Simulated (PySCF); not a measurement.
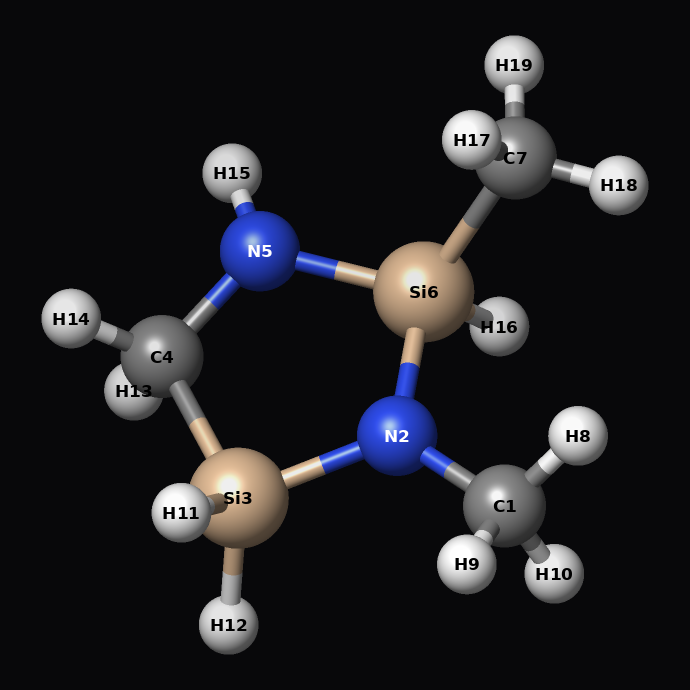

The computed structure is the end point of a GFN2-xTB optimisation. No frequency run is at hand to confirm it as a minimum. Electric field gradients from the ground-state density, PBE0/pcSseg-1 (PySCF 2.14.0), non-relativistic apart from any core potentials.

Give the largest field-gradient component, the quadrupole coupling constant and the asymmetry for 14N at N2 (Q = 20.44 mb), 14N at N5 (Q = 20.44 mb), 2H at H8 (Q = 2.86 mb), 2H at H9 (Q = 2.86 mb), 2H at H10 (Q = 2.86 mb), 2H at H11 (Q = 2.86 mb).

```json
{"atom": "N2", "V_zz (a.u.)": "−0.830", "e²qQ/h (MHz)": "−3.99", "η": "0.59"}
{"atom": "N5", "V_zz (a.u.)": "−1.091", "e²qQ/h (MHz)": "−5.24", "η": "0.45"}
{"atom": "H8", "V_zz (a.u.)": "0.307", "e²qQ/h (MHz)": "0.206", "η": "0.07"}
{"atom": "H9", "V_zz (a.u.)": "0.306", "e²qQ/h (MHz)": "0.206", "η": "0.07"}
{"atom": "H10", "V_zz (a.u.)": "0.297", "e²qQ/h (MHz)": "0.200", "η": "0.04"}
{"atom": "H11", "V_zz (a.u.)": "0.158", "e²qQ/h (MHz)": "0.106", "η": "0.03"}
```

The geometry is semi-empirical. Around Si such bond lengths and angles can be off by a tenth of an ångström or more and by several degrees, and values that hang on the shape move with them.
